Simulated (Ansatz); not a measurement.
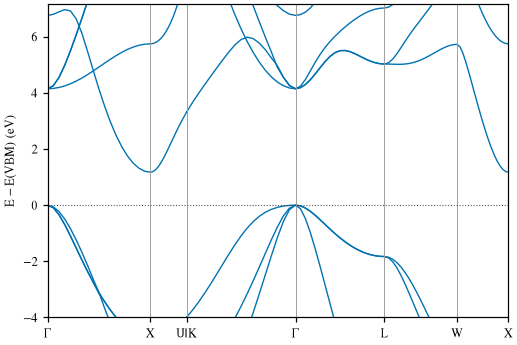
Fig. 1. Band structure from the program Ansatz at the PBE level (PAW)

Problem. Read off the gap and where the band edges lie.

Solution. About 1.2 eV (1.17 eV by a search for the band edges); maximum at Γ, minimum at X.

Problem. Which compound is it?
A) Mg2Si, fluorite or antifluorite type
B) C, Fd-3m (C on 32e)
C) YN, rock salt
D) Be2C, fluorite or antifluorite type

Solution. D, Be2C, fluorite or antifluorite type

Space group Fm-3m (fluorite or antifluorite type). The PBE relaxation kept the symmetry of its start.

Potentials: the earlier of the program's two PAW sets.
